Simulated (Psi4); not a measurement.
# AlH4N (AlH2(NH2)), run twice

Wanted: energy and gradient of AlH4N (AlH2(NH2)), M06-HF-D3(0)/jun-cc-pV(D+d)Z (density fitting).

Program for the calculation: Psi4 1.11.

**1. Starting point**

The species is AlH4N (6 atoms), typed as a singlet with charge 0. SMILES: `[H][Al]([H])[NH2]`. The shape comes from GFN2-xTB, which is rough for such elements, and wasn't checked as a minimum.

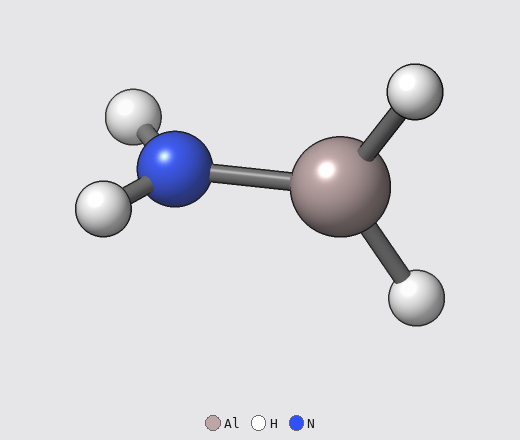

The structure, seen from a chosen angle (aluminium light grey, hydrogen white, nitrogen blue).

**2. The input as first written**

Contents of run.py:

```python
import psi4

psi4.set_memory('1600 MB')
psi4.set_num_threads(1)
psi4.core.set_output_file('alh4n.out', False)

m = psi4.geometry("""
0 1
Al     0.411220     0.709780     0.004090
H      1.951140     0.754090     0.040220
H     -0.317540     2.068550    -0.020570
N     -0.477760    -0.827010    -0.006690
H     -0.803830    -1.337930    -0.819770
H     -0.763230    -1.367490     0.802720
symmetry c1
no_reorient
no_com
""")

psi4.set_options({
    'diis': False,
    'scf_initial_accelerator': 'none',
    'guess': 'core',
    'maxiter': 75,
})

E = psi4.gradient("m06-hf-d3zero/jun-cc-pV(D+d)Z", molecule=m)
print('gradient / Eh bohr^-1')
print(E.np.round(6))
for k, v in sorted(psi4.core.scalar_variables().items()):
    print(f'{k:45s} {v:18.10f}')
```

Run with:

```
python run.py
```

alh4n.out:

```text
gradient() will perform analytic gradient computation.

   => Loading Basis Set <=

    Name: JUN-CC-PV(D+D)Z
    Role: ORBITAL
    Keyword: BASIS

   => M06-HF-D3: Empirical Dispersion <=

        s6 =       1.000000
        s8 =       0.000000
       sr6 =       1.446000
    alpha6 =      14.000000
       sr8 =       1.000000

         ---------------------------------------------------------
                                   SCF
                              RKS Reference
                        1 Threads,   1525 MiB Core
         ---------------------------------------------------------

  ==> Geometry <==

    Molecular point group: c1
    Full point group: C1

    Geometry (in Angstrom), charge = 0, multiplicity = 1:

[... 89 lines left out ...]
    Weights Tolerance      =       1.00E-15
[... 52 lines left out ...]
  ==> Iterations <==

                           Total Energy        Delta E     RMS |[F,P]|

   @DF-RKS iter   1:  -267.02519993395134   -2.67025e+02   6.31906e-02
   @DF-RKS iter   2:  -225.76660989807129    4.12586e+01   1.52455e-01
   @DF-RKS iter   3:  -249.27329749043926   -2.35067e+01   7.54272e-02
[... 6 lines of this table left out ...]
   @DF-RKS iter  10:  -193.73296520100894    5.60326e+01   8.81756e-02
[... 55 lines of further cycles ...]
   @DF-RKS iter  66:  -193.73287114322636    5.60333e+01   8.81759e-02
   @DF-RKS iter  67:  -249.76615815332758   -5.60333e+01   7.74757e-02
   @DF-RKS iter  68:  -193.73287114322599    5.60333e+01   8.81759e-02
[... 6 lines of this table left out ...]
   @DF-RKS iter  75:  -249.76615815332772   -5.60333e+01   7.74757e-02

PsiException: Could not converge SCF iterations in 75 iterations.

  Failed to converge.
```

Standard output:

```text
Traceback (most recent call last):
  File "run.py", line 27, in <module>
    E = psi4.gradient("m06-hf-d3zero/jun-cc-pV(D+d)Z", molecule=m)
psi4.driver.p4util.exceptions.SCFConvergenceError: Could not converge SCF iterations in 75 iterations.
```

Run time: 47 s. Hardware: 1 thread of Intel Xeon Platinum 8259CL at 2.50GHz (Skylake/Cascade Lake), shared host; peak memory 0.78 GiB.

**3. Reading the log**

The iterations ended before the threshold was met.

The log says `psi4.driver.p4util.exceptions.SCFConvergenceError: Could not converge SCF iterations in 75 iterations.`. The fault: the convergence aids are set badly. The sound input differs in these keys, not all of which need be the cause: diis at its default in place of no; scf initial accelerator at its default in place of none; starting guess at its default in place of core.

**4. Try two**

Contents of alh4n.py:

```python
import psi4

psi4.set_memory(1600000000)
psi4.set_num_threads(1)
psi4.core.set_output_file('psi4.out', False)

mol = psi4.geometry("""
0 1
Al     0.411220     0.709780     0.004090
H      1.951140     0.754090     0.040220
H     -0.317540     2.068550    -0.020570
N     -0.477760    -0.827010    -0.006690
H     -0.803830    -1.337930    -0.819770
H     -0.763230    -1.367490     0.802720
symmetry c1
no_reorient
no_com
""")

energy_value, wavefunction = psi4.gradient('m06-hf-d3zero/jun-cc-pV(D+d)Z', return_wfn=True)
print('gradient / Eh bohr^-1')
print(energy_value.np.round(6))
print(f'energy = {wavefunction.energy():.10f} Eh')
```

Run with:

```
python alh4n.py
```

psi4.out:

```text
gradient() will perform analytic gradient computation.

   => Loading Basis Set <=

    Name: JUN-CC-PV(D+D)Z
    Role: ORBITAL
    Keyword: BASIS

   => M06-HF-D3: Empirical Dispersion <=

        s6 =       1.000000
        s8 =       0.000000
       sr6 =       1.446000
    alpha6 =      14.000000
       sr8 =       1.000000

         ---------------------------------------------------------
                                   SCF
                              RKS Reference
                        1 Threads,   1525 MiB Core
         ---------------------------------------------------------

  ==> Geometry <==

    Molecular point group: c1
    Full point group: C1

    Geometry (in Angstrom), charge = 0, multiplicity = 1:

[... 147 lines left out ...]
   @DF-RKS iter   1:  -299.38877130161779   -5.68321e-01   9.03201e-03 ADIIS/DIIS
[... 3 lines left out ...]
   @DF-RKS iter   5:  -299.54416431354167   -8.10263e-05   3.46984e-05 DIIS
[... 3 lines left out ...]
   @DF-RKS iter   9:  -299.54417200423495   -2.32075e-09   1.55848e-07 DIIS
[... 3 lines left out ...]
  Energy and wave function converged.
[... 35 lines left out ...]
    One-Electron Energy =                -518.1327352597852496
[... 3 lines left out ...]
    VV10 Nonlocal Energy =                  0.0000000000000000
[... 17 lines left out ...]
 Dipole Z            :         -0.0196147            0.0168942           -0.0027206
[... 91 lines left out ...]
   => Molecular Quadrature <=

    Radial Scheme          =       TREUTLER
    Pruning Scheme         =           NONE
    Nuclear Scheme         =       TREUTLER

    Blocking Scheme        =         OCTREE
    BS radius alpha        =              1
    Pruning alpha          =              1
    Radial Points          =             75
    Spherical Points       =            302
    Total Points           =         132305
    Total Blocks           =           1030
    Max Points             =            256
    Max Functions          =             65
    Weights Tolerance      =       1.00E-15

  -Total Gradient:
     Atom            X                  Y                   Z
    ------   -----------------  -----------------  -----------------
       1        0.000543189997     0.000425811002     0.000059880899
       2       -0.012984910971     0.000592281505    -0.000918386603
       3        0.006835806567    -0.010683935986     0.000847260967
       4        0.006625293384     0.011431063833    -0.000061279651
       5        0.000091195640    -0.002036331718     0.005219027673
       6       -0.001772317021    -0.000836899576    -0.005144081431

	total time  =          1 seconds =       0.02 minutes
```

On the terminal:

```text
gradient / Eh bohr^-1
[[ 5.4300e-04  4.2600e-04  6.0000e-05]
 [-1.2985e-02  5.9200e-04 -9.1800e-04]
 [ 6.8360e-03 -1.0684e-02  8.4700e-04]
 [ 6.6250e-03  1.1431e-02 -6.1000e-05]
 [ 9.1000e-05 -2.0360e-03  5.2190e-03]
 [-1.7720e-03 -8.3700e-04 -5.1440e-03]]
energy = -299.5441720047 Eh
```

Run time: 15 s. Hardware: 1 thread of Intel Xeon Platinum 8259CL at 2.50GHz (Skylake/Cascade Lake), shared host; peak memory 0.84 GiB.

**5. Outcome**

At M06-HF-D3(0)/jun-cc-pV(D+d)Z (density fitting):

```
                quantity          value
            total energy  -299.54417 Eh
           dipole moment         1.31 D
             HOMO energy      -10.20 eV
             LUMO energy       -0.55 eV
           HOMO–LUMO gap        9.65 eV
       dispersion energy   -0.19 kJ/mol
largest force on an atom     0.679 eV/Å
```

In words: The largest force is 0.68 eV/Å: the shape isn't a stationary point for this species at this level.
